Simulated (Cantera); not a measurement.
A closed system holds: 1 mol TEOS, a varied amount of NO, 3.8 mol N2, held at 2123 K and 0.100 bar.

Cantera equilibrium calculation (NASA polynomials, part measured and part estimated; ideal gas, pure solids and liquids). Candidate condensed phases: C, C6H6, C7H8, C8H18, H2O, Si, SiC, SiO2, Si2N2O, Si3N4; 151 gas species. The feed counts by its element totals alone. The tables' values for SiO2, SiN are old estimates; treat these amounts as uncertain. The tables hold silica as quartz up to 1696 K and as liquid above; real silica turns to tridymite and cristobalite and melts near 1996 K. Gases not in the tables: Si(OH)4, Si2H6 and higher silanes. The numbers say what is thermodynamically allowed, not how fast it happens.

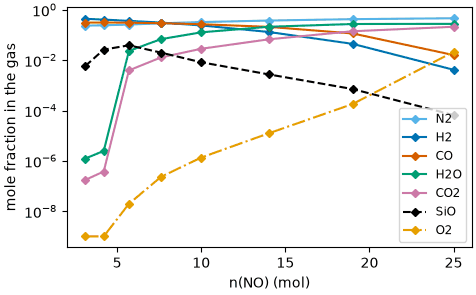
Fig. 1. Equilibrium gas composition (values under 1e-9 drawn at 1e-9)

From 3.1 mol NO to 4.2 mol NO the condensed part is SiC(s). At 5.7 mol NO nothing is condensed. From 7.6 mol NO to 25 mol NO the condensed part is SiO2(l). The share of Si in condensed phases is highest at 25 mol NO (99.7 %) and lowest at 5.7 mol NO (0.0 %).
